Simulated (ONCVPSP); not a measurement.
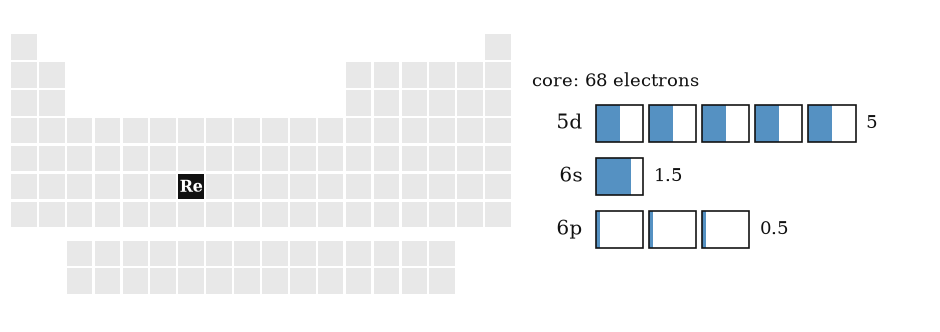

*Left, the place of rhenium in the periodic table; right, the valence shells of the reference configuration: a box for each of the 2l + 1 orbitals, shaded by the share of the shell that is filled, with the electron count at the right.*

# Pseudopotential generation for Re

System: rhenium (Re, Z = 75), core [Xe] 4f14, reference valence 5d5 6s1.5 6p0.5, valence charge 7.
Method: ONCV potential, PBEsol, scalar-relativistic, made with ONCVPSP 4.0.1.

Input:
```
# ATOM AND REFERENCE CONFIGURATION
# atsym  z   nc   nv     iexc    psfile
  Re 75.00   12    3  -116133      upf
#
#   n    l    f
    1    0    2.00
    2    0    2.00
    2    1    6.00
    3    0    2.00
    3    1    6.00
    3    2   10.00
    4    0    2.00
    4    1    6.00
    4    2   10.00
    4    3   14.00
    5    0    2.00
    5    1    6.00
    5    2    5.00
    6    0    1.50
    6    1    0.50
#
# PSEUDOPOTENTIAL AND OPTIMIZATION
# lmax
    2
#
#   l,   rc,      ep,       ncon, nbas, qcut
    0    2.35    0.00    4    7    2.50
    1    3.00    0.00    4    7    2.90
    2    2.65    0.00    4    9    5.30
#
# LOCAL POTENTIAL
# lloc, lpopt,  rc(5),   dvloc0
    4    5    2.30   -1.00
#
# VANDERBILT-KLEINMAN-BYLANDER PROJECTORs
# l, nproj, debl
    0    2    0.40
    1    1    2.90
    2    2    1.40
#
# MODEL CORE CHARGE
# icmod, fcfact, rcfact
    3    5.25    1.75
#
# LOG DERIVATIVE ANALYSIS
# epsh1, epsh2, depsh
   -2.00    5.00    0.02
#
# OUTPUT GRID
# rlmax, drl
    6.00    0.01
#
# TEST CONFIGURATIONS
# ncnf
    4
# nvcnf
#   n    l    f
    3
    5    2    5.00
    6    0    2.00
    6    1    0.00
#
    3
    5    2    5.00
    6    0    1.00
    6    1    0.00
#
    3
    5    2    5.00
    6    0    0.00
    6    1    0.00
#
    3
    5    2    5.00
    6    0    1.00
    6    1    1.00
#
```

Hardware: 1 CPU thread, shared host.

Command:
```bash
oncvpsp.x < Re.dat > Re.out
```

Log (extracts):
```
ONCVPSP  (Optimized Norm-Conservinng Vanderbilt PSeudopotential)
scalar-relativistic version 4.0.1

#   n    l    f        energy (Ha)
    1    0    2.00    -2.6328058E+03
    2    0    2.00    -4.5651339E+02
    2    1    6.00    -3.9840725E+02
    3    0    2.00    -1.0570790E+02
    3    1    6.00    -8.8578100E+01
    3    2   10.00    -6.9161596E+01
    4    0    2.00    -2.2073169E+01
    4    1    6.00    -1.6454717E+01
    4    2   10.00    -9.4094675E+00
    4    3   14.00    -1.5883378E+00
    5    0    2.00    -3.1667634E+00
    5    1    6.00    -1.7608398E+00
    5    2    5.00    -2.2779578E-01
    6    0    1.50    -2.4175835E-01
    6    1    0.50    -6.3649871E-02

Reference configufation results
  iterations    30
  all-electron total energy (Ha)   -1.66872949D+04

Begin loop to  construct optimized pseudo wave functions
and semi-local pseudopoentials for all angular momenta

   Wellstate for l =  0  n =  7
     eigenvalue =   0.1582
     asymptotic potential =   0.6582
     half-point radius =  8.6283

Calculating optimized projector #   1

 for l=   0

    Fraction of norm inside rc  0.284054
    Optimizing pswf for qcut=   2.50 a_B^-1,  ecut=   3.13 Ha
    Residual kinetic energy error=  2.45D-03 Ha

    Energy error per electron        Cutoff
         Ha          eV             Ha
         0.01000     0.27211        2.29
         0.00100     0.02721        4.21
         0.00010     0.00272       13.18
         0.00001     0.00027       17.49

Calculating optimized projector #   2

 for l=   0

    Fraction of norm inside rc  0.110619
    Optimizing pswf for qcut=   2.50 a_B^-1,  ecut=   3.13 Ha
    Residual kinetic energy error=  2.30D-03 Ha

    Energy error per electron        Cutoff
         Ha          eV             Ha
         0.01000     0.27211        2.18
         0.00100     0.02721        5.59
         0.00010     0.00272       25.14
         0.00001     0.00027       30.95

Calculating optimized projector #   1

 for l=   1

    Fraction of norm inside rc  0.198145
    Optimizing pswf for qcut=   2.90 a_B^-1,  ecut=   4.21 Ha
    Residual kinetic energy error=  2.64D-05 Ha

    Energy error per electron        Cutoff
         Ha          eV             Ha
         0.01000     0.27211        0.64
         0.00100     0.02721        2.47
         0.00010     0.00272        3.64
         0.00001     0.00027        5.63

   Wellstate for l =  2  n =  7
     eigenvalue =   1.1722
     asymptotic potential =   1.6722
     half-point radius =  5.2683

Calculating optimized projector #   1

 for l=   2

    Fraction of norm inside rc  0.834696
    Optimizing pswf for qcut=   5.30 a_B^-1,  ecut=  14.06 Ha
    Residual kinetic energy error=  9.64D-06 Ha

    Energy error per electron        Cutoff
         Ha          eV             Ha
         0.01000     0.27211        8.73
         0.00100     0.02721       10.83
         0.00010     0.00272       12.50
         0.00001     0.00027       14.73

Calculating optimized projector #   2

 for l=   2

    Fraction of norm inside rc  0.189862
    Optimizing pswf for qcut=   5.30 a_B^-1,  ecut=  14.06 Ha
    Residual kinetic energy error=  5.02D-05 Ha

    Energy error per electron        Cutoff
         Ha          eV             Ha
         0.01000     0.27211        9.20
         0.00100     0.02721       11.54
         0.00010     0.00272       13.73
         0.00001     0.00027       25.59

Construct Vanderbilt / Kleinmman-Bylander projectors

B matrix Hermiticity error, ll=   0
   1   2    1.5184E-05

  Orthonormal projector coefficients  6.7760E+00  1.5496E+00

B matrix Hermiticity error, ll=   2
   1   2   -1.1186E-04

  Orthonormal projector coefficients -6.7409E-01 -2.6981E-01

Model core correction analysis
  based on d2Exc/dn_idn_j

d2excae - all-electron derivatives

   -1.797221D-02   -1.237759D-02   -5.630836D-03
   -1.237556D-02   -2.431776D-02   -1.857661D-02
   -5.627621D-03   -1.857193D-02   -2.823147D-02

d2excps - pseudofunction derivatives with no core correction

   -3.159614D-02   -1.506209D-02   -6.325453D-03
   -1.506025D-02   -2.497058D-02   -1.882907D-02
   -6.322260D-03   -1.882443D-02   -2.826805D-02

rms 2nd derivative error    4.732224E-03

rmatch, rhocmatch    1.6297    1.3134

Teter function model core charge with specified parameters

d2excps - pseudofunction derivatives with core correction

   -1.522961D-02   -8.849262D-03   -4.602955D-03
   -8.848844D-03   -1.737942D-02   -1.557937D-02
   -4.601562D-03   -1.557750D-02   -2.605260D-02

rms 2nd derivative error    3.421438E-03

Pseudoatom total energy  -10.906143

Diagnostic tests using Vanderbilt-Kleinman-Bylander pseudopotentials
  1 or more projectors used as specified by nproj input data

   l    rcore       rmatch      e in        delta e   norm test  slope test

   0   2.3615414   2.4332429  -0.2417584  -0.0000005   1.0000203   1.0000042
   0   2.3615414   2.4332429   0.1582416   0.0000115   0.9995325   0.9995325

   1   3.0179551   3.1095867  -0.0636499   0.0000001   1.0000016   0.9999982

   2   2.6616759   2.7424902  -0.2277958  -0.0000010   1.0000606   1.0000640
   2   2.6616759   2.7424902   1.1722042   0.0000119   1.0001311   1.0001311

 Testing for bound ghosts
   n   l    E NL Schr. Eq   E Basis Diag.   E Cutoff

   1   0       -0.241759       -0.238260     33.38

   2   1       -0.063650       -0.056659     16.72

   3   2       -0.227797       -0.227678     62.66

 Testing for highly-localized positive-energy ghosts
       l    <radius>/rc     E Basis Diag.   E Cutoff

       0        0.267525        0.149068     33.38  WARNING - GHOST(+)

       1        0.648805        0.305672     16.72  WARNING - GHOST(+)

Test configuration 0

   n   l     f        eae           eps        diff
   1   0  2.0000-2632.80579951
   2   0  2.0000 -456.51338635
   2   1  6.0000 -398.40725001
   3   0  2.0000 -105.70789578
   3   1  6.0000  -88.57810044
   3   2 10.0000  -69.16159615
   4   0  2.0000  -22.07316903
   4   1  6.0000  -16.45471655
   4   2 10.0000   -9.40946749
   4   3 14.0000   -1.58833776
   5   0  2.0000   -3.16676338
   5   1  6.0000   -1.76083979
   5   2  5.0000   -0.22779578   -0.22779683   -1.04D-06
   6   0  1.5000   -0.24175835   -0.24175890   -5.43D-07
   6   1  0.5000   -0.06364987   -0.06364972    1.46D-07

    Total energies and differences
      AE_ref= -1.66872949D+04  AE_tst= -1.66872949D+04  dif=  0.00D+00
      PS_ref= -1.09061431D+01  PS_tst= -1.09061431D+01  dif=  1.24D-14
      PSP excitation error= -1.24D-14

Test configuration 1

   n   l     f        eae           eps        diff
   1   0  2.0000-2632.77327382
   2   0  2.0000 -456.48140006
   2   1  6.0000 -398.37526985
   3   0  2.0000 -105.67574444
   3   1  6.0000  -88.54595182
   3   2 10.0000  -69.12949373
   4   0  2.0000  -22.04094330
   4   1  6.0000  -16.42250364
   4   2 10.0000   -9.37728986
   4   3 14.0000   -1.55616369
   5   0  2.0000   -3.13443680
   5   1  6.0000   -1.72838830
   5   2  5.0000   -0.19840145   -0.19775455    6.47D-04
   6   0  2.0000   -0.21979029   -0.21888230    9.08D-04

    Total energies and differences
      AE_ref= -1.66872949D+04  AE_tst= -1.66873825D+04  dif= -8.76D-02
      PS_ref= -1.09061431D+01  PS_tst= -1.09935213D+01  dif= -8.74D-02
      PSP excitation error= -2.12D-04

Test configuration 2

   n   l     f        eae           eps        diff
   1   0  2.0000-2633.06096164
   2   0  2.0000 -456.76697682
   2   1  6.0000 -398.66090924
   3   0  2.0000 -105.96163718
   3   1  6.0000  -88.83184712
   3   2 10.0000  -69.41522810
   4   0  2.0000  -22.32698206
   4   1  6.0000  -16.70850695
   4   2 10.0000   -9.66318021
   4   3 14.0000   -1.84202945
   5   0  2.0000   -3.42070471
   5   1  6.0000   -2.01558219
   5   2  5.0000   -0.47732591   -0.48091960   -3.59D-03
   6   0  1.0000   -0.46779349   -0.47438365   -6.59D-03

    Total energies and differences
      AE_ref= -1.66872949D+04  AE_tst= -1.66870410D+04  dif=  2.54D-01
      PS_ref= -1.09061431D+01  PS_tst= -1.06497919D+01  dif=  2.56D-01
      PSP excitation error= -2.43D-03

Test configuration 3

   n   l     f        eae           eps        diff
   1   0  2.0000-2633.38886890
   2   0  2.0000 -457.09201670
   2   1  6.0000 -398.98604385
   3   0  2.0000 -106.28677666
   3   1  6.0000  -89.15699144
   3   2 10.0000  -69.74020279
   4   0  2.0000  -22.65221654
   4   1  6.0000  -17.03369353
   4   2 10.0000   -9.98821076
   4   3 14.0000   -2.16689265
   5   0  2.0000   -3.74530293
   5   1  6.0000   -2.34027928
   5   2  5.0000   -0.78814568   -0.80184031   -1.37D-02

    Total energies and differences
      AE_ref= -1.66872949D+04  AE_tst= -1.66864403D+04  dif=  8.55D-01
      PS_ref= -1.09061431D+01  PS_tst= -1.00345422D+01  dif=  8.72D-01
      PSP excitation error= -1.70D-02

Test configuration 4

   n   l     f        eae           eps        diff
   1   0  2.0000-2632.83614274
   2   0  2.0000 -456.54320672
   2   1  6.0000 -398.43706057
   3   0  2.0000 -105.73788236
   3   1  6.0000  -88.60808380
   3   2 10.0000  -69.19153519
   4   0  2.0000  -22.10323244
   4   1  6.0000  -16.48476699
   4   2 10.0000   -9.43948264
   4   3 14.0000   -1.61834589
   5   0  2.0000   -3.19690261
   5   1  6.0000   -1.79104188
   5   2  5.0000   -0.25479232   -0.25537817   -5.86D-04
   6   0  1.0000   -0.26133072   -0.26224731   -9.17D-04
   6   1  1.0000   -0.07794394   -0.07789788    4.61D-05

    Total energies and differences
      AE_ref= -1.66872949D+04  AE_tst= -1.66872045D+04  dif=  9.04D-02
      PS_ref= -1.09061431D+01  PS_tst= -1.08155043D+01  dif=  9.06D-02
      PSP excitation error= -2.64D-04
```

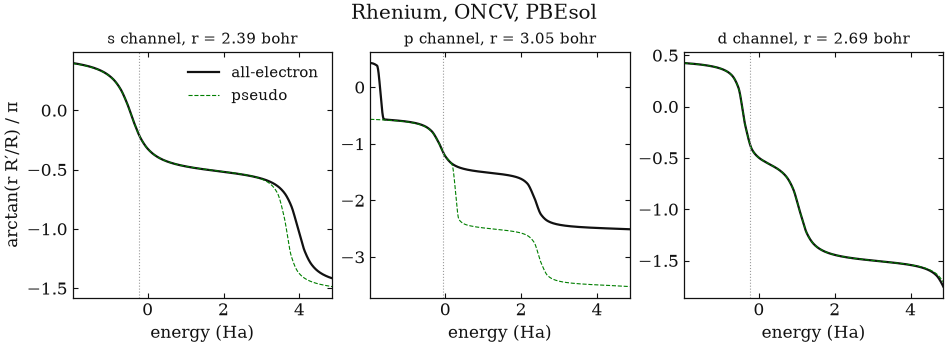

*Unwrapped phase arctan(r R′/R) in units of π against energy, all-electron (solid) and pseudo (dashed); the pseudo phase is matched to the all-electron one at the reference energy. Here R(r) is the radial function. A near-vertical step is a level narrower than the spacing of the points behind the curves. The dotted line marks the reference energy of the channel. Not drawn: f: not judged.*

- Range over which the phases agree within 0.05 rad: s: up to about 3.2 Ha; p: between about -1.7 and 0.2 Ha; d: up to about 4.7 Ha.
- Ghost states: Going away from the reference energies, the phases part by more than π/2 in: p at about 0.3 Ha (above its reference energy, pseudo phase lower, at the flagged ghost); p at about -1.7 Ha (below its reference energy, pseudo phase lower, at the 5p core level, which only the all-electron atom has). Such a step is either a state that only one of the two atoms has or an ordinary level shifted in energy. The separate test gives: no bound ghost flagged; GHOST(+) flagged for s at 4.1 eV, p at 8.3 eV.

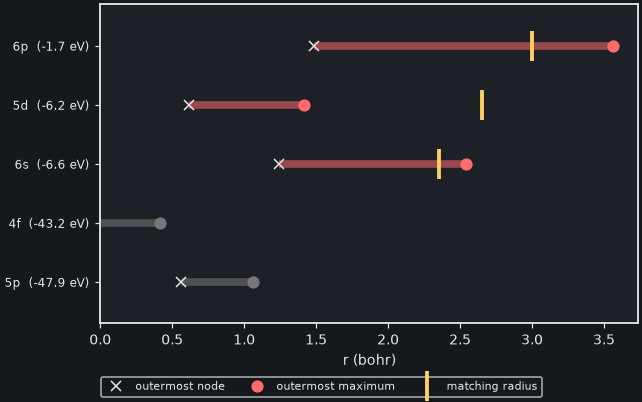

*Outer shells of the all-electron reference atom: each bar runs from the outermost node (or the nucleus) to the outermost maximum of u(r); the tick is the radius chosen for the pseudo-wave. Shells without a tick have no pseudo-wave of their own. Levels, nodes and maxima are from ld1.x, scalar-relativistic.*

- Radii against the shells: 6s: 2.35 bohr, between node and maximum; 5d: 2.65 bohr, outside the maximum; 6p: 3.00 bohr, between node and maximum.

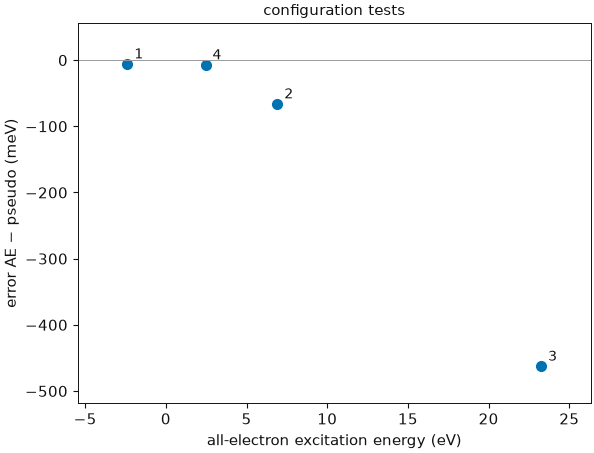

*Errors, all-electron minus pseudo, of the energies of valence configurations relative to the unpolarised reference 5d5 6s1.5 6p0.5. Points: 1 = 5d5 6s2 6p0; 2 = 5d5 6s1 6p0; 3 = 5d5 6s0 6p0; 4 = 5d5 6s1 6p1.*

- Worst configuration: 5d5 6s0 6p0 (charge +2): the error is -463 meV on an all-electron energy of +23.25 eV relative to the reference, or 2 %.
- Errors in meV: 5d5 6s2 6p0: -5.8; 5d5 6s1 6p0: -66; 5d5 6s0 6p0: -463; 5d5 6s1 6p1: -7.2.
- Configurations within 10 meV and within 50 meV: 2 and 2 of 4.

Key numbers:

- outcome: generated, with a spurious state above the valence levels
- cutoffs needed: 11 Ha and 13 Ha (the cutoffs at which the residual kinetic energy of the hardest occupied pseudo-wave falls to 1 and 0.1 mHa per electron)
- ghost test: no bound ghost flagged; GHOST(+) flagged for s at 4.1 eV, p at 8.3 eV
- largest excitation error: -463 meV (all-electron minus pseudo) for 5d5 6s0 6p0, out of 4 test configurations
- rms error of d²Exc/dni dnj: 4.73 mHa without and 3.42 mHa with the model core
- clearest signs, in the scattering phases, of states that the all-electron atom lacks: p near 0.3 Ha
- range over which the phases arctan(r R′/R) at the test radius agree within 0.05 rad (a looser test near the poles than one of phase shifts): s: up to about 3.2 Ha; p: between about -1.7 and 0.2 Ha; d: up to about 4.7 Ha; f: not judged, local potential alone
- wall time: 4.7 s

Remarks:

The scattering phases show a p state near 0.3 Ha, 0.4 Ha above the channel's reference energy, that the all-electron atom lacks, which is too close to the valence region for the potential to be used. An excitation error of 463 meV in its own tests makes this a poorly transferable potential.
